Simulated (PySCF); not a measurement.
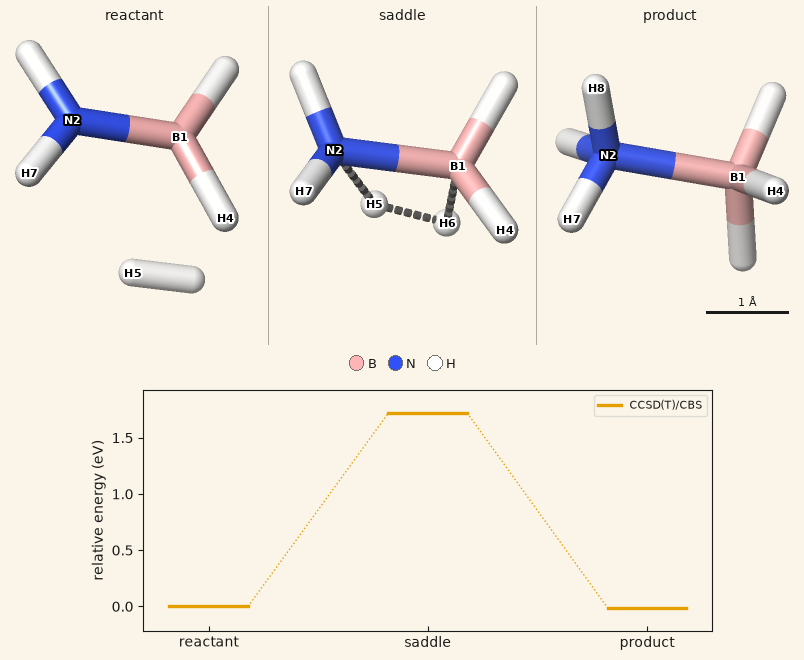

A reaction step of BNH₆, with its energy diagram. A stick model, seen from a free direction. Dashed sticks mark bonds that form or break.

Stationary points at PBE0-D4/def2-TZVP, single-point energies with CCSD(T)/CBS (def2-TZVPP where no basis is named; PySCF 2.14.0). The energies are electronic, without zero-point or thermal terms, and both ends are the relaxed geometries reached downhill from the saddle, with any fragments still in contact. CCSD(T)/CBS stands for a frozen-core estimate: MP2 correlation extrapolated from def2-TZVPP and def2-QZVPP, CCSD(T) minus MP2 from the smaller set.

Describe the step and its energetics.

Counted by bonded pieces, the reactant holds BH₄N + H₂ and the product holds BH₆N. From the reactant over the saddle to the product, bonds form: B–H (3.35 → 1.36 → 1.21 Å), H–N (3.65 → 1.38 → 1.01 Å). A bond breaks: H–H (0.75 → 0.99 → 2.56 Å). Bonds that stay but change much: B–N (1.39 → 1.57 → 1.64 Å). The saddle has one imaginary mode, 1351i cm⁻¹. The end the reactant keeps a soft imaginary mode of 67i cm⁻¹, so it isn't quite a minimum. With CCSD(T)/CBS the barrier is 1.72 eV from the reactant and 1.73 eV from the product, and the product lies 0.01 eV below the reactant.
